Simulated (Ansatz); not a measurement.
**SClO2F (sulfuryl chloride fluoride): B3LYP/6-31G(d) (Cartesian functions)**

What is the electronic atomisation energy of SClO2F (sulfuryl chloride fluoride) at B3LYP/6-31G* (Cartesian functions)? 

The results are computed with Ansatz 0.2.0.

64 further runs of the same task are left out: 64 set aside as unsound or not needed.

## Step 1: The system as given

The species is SClO2F (5 atoms), meant as a singlet with charge 0. SMILES: `O=S(=O)(F)Cl`. Geometry: relaxed at PBE0-D4/def2-TZVP.

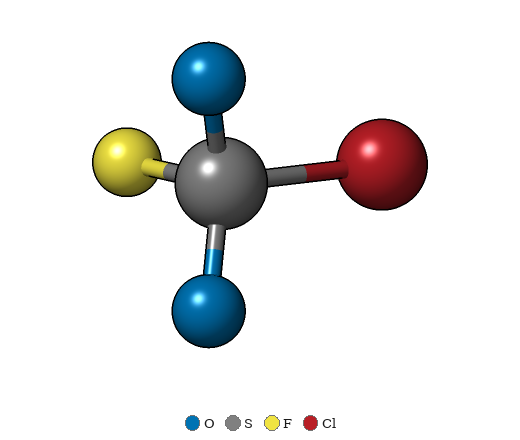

The structure, seen from a chosen angle (oxygen blue, sulfur grey, fluorine yellow, chlorine red).

## Step 2: The energy at B3LYP/6-31G(d) (Cartesian functions)

File molecule.yaml:

```yaml
crystal:
  periodic: [false, false, false]
  atoms:
    - symbol: O
      position_ang: [-0.123540, -0.162690, 1.503010]
    - symbol: S
      position_ang: [0.100210, -0.145140, 0.111160]
    - symbol: O
      position_ang: [1.158000, -0.828940, -0.522160]
    - symbol: F
      position_ang: [-1.214690, -0.608760, -0.568390]
    - symbol: Cl
      position_ang: [0.080010, 1.745540, -0.523620]
basis:
  gaussian:
    orbitals: "6-31G*"
hamiltonian:
  xc: {name: B3LYP}
accuracy: high
output: {orbitals: {seedname: orbitals}}
```

Started as:

```sh
$ ansatz run molecule.yaml --threads 1 --pin off --max-ram 3480MiB --events-out events.jsonl --progress --plain --runs-dir runs
```

Log:

```text
Warning: RAYON_NUM_THREADS=1 ignored (pool sized by the plan → 1); use --threads N
Functional definition: B3LYP
  name "B3LYP"
  parameter a0 = 0.2
  parameter ax = 0.72
  parameter ac = 0.81
  exchange = (1 - a0 - ax)*slater_x + ax*b88_x + a0*exact_x
  correlation = (1 - ac)*vwn_rpa_c + ac*lyp_c
1684 factors; integrals over basis functions are off by at most 3.9e-9 eV
mean field evaluation 1: about -30156.3543 eV, gradient 7.6e1 eV
mean field evaluation 2: about -30124.6225 eV, gradient 1.5e2 eV
mean field evaluation 4: about -30165.8615 eV, gradient 8.6e0 eV
mean field evaluation 8: about -30166.1211 eV, gradient 6.1e-1 eV
mean field evaluation 16: about -30166.1219 eV, gradient 1.6e-4 eV
mean field -30166.12189790 eV, -1108.5845324161 hartree, gradient 9.2e-8 eV, S^2 0.000000; 0 other end points of the search recorded, 0 dependent functions left out
reference -30166.12192805 eV, -1108.5845335238 hartree; 29, 29 occupied and 54, 54 virtual orbitals, 1684 factors
Total energy: -30166.12192805 eV, -1108.5845335238 hartree
```

Run time: 6.6 s. Hardware: 1 thread of Arm Neoverse V2, shared host; peak memory 0.27 GiB.

## Step 3: The Cl atom, same level

File molecule.yaml:

```yaml
crystal:
  periodic: [false, false, false]
  atoms:
    - {symbol: Cl, position_ang: [0.000000, 0.000000, 0.000000]}
basis:
  gaussian:
    orbitals: "6-31G*"
magnetization:
  spin_polarized: true
  initial_magnetization: 1
hamiltonian:
  xc: {name: B3LYP}
accuracy: high
```

Run the same way, it converges to -460.13624 Eh (log not shown).

## Step 4: The F atom, same level

File job.yaml:

```yaml
crystal:
  periodic: [false, false, false]
  atoms:
    - symbol: F
      position_ang: [0.000000, 0.000000, 0.000000]
basis:
  gaussian:
    orbitals: "6-31G*"
magnetization:
  spin_polarized: true
  initial_magnetization: 1
hamiltonian:
  xc: {name: B3LYP}
accuracy: high
```

Run the same way, it converges to -99.71554 Eh (log not shown).

## Step 5: The O atom, same level

File input.yaml:

```yaml
crystal:
  periodic: [false, false, false]
  atoms:
    - symbol: O
      position_ang: [0.000000, 0.000000, 0.000000]
basis:
  gaussian:
    orbitals: "6-31G*"
magnetization:
  spin_polarized: true
  initial_magnetization: 2
hamiltonian:
  xc: {name: B3LYP}
accuracy: high
```

Run the same way, it converges to -75.06062 Eh (log not shown).

## Step 6: The S atom

File job.yaml:

```yaml
basis:
  gaussian: {orbitals: "6-31G*"}
crystal:
  periodic: [false, false, false]
  atoms:
    - {symbol: S, position_ang: [0.000000, 0.000000, 0.000000]}
magnetization: {spin_polarized: true, initial_magnetization: 2}
hamiltonian: {xc: {name: B3LYP}}
accuracy: high
```

Run the same way, it converges to -398.10499 Eh (log not shown).

## Step 7: Summary of results

At B3LYP/6-31G* (Cartesian functions):

| quantity | value |
| --- | --- |
| molecule: total energy | -1108.58453 Eh |
| molecule: HOMO energy | -9.59 eV |
| molecule: LUMO energy | -2.24 eV |
| molecule: HOMO–LUMO gap | 7.35 eV |
| Cl atom: total energy | -460.13624 Eh |
| Cl atom: ⟨S²⟩ | 0.752 |
| F atom: total energy | -99.71554 Eh |
| F atom: ⟨S²⟩ | 0.751 |
| O atom: total energy | -75.06062 Eh |
| O atom: ⟨S²⟩ | 2.002 |
| S atom: total energy | -398.10499 Eh |
| S atom: ⟨S²⟩ | 2.002 |
| electronic atomisation energy | 13.783 eV |

In words: Taking the molecule apart into free atoms costs 13.78 eV (318 kcal/mol), before zero-point energy and without spin-orbit coupling.
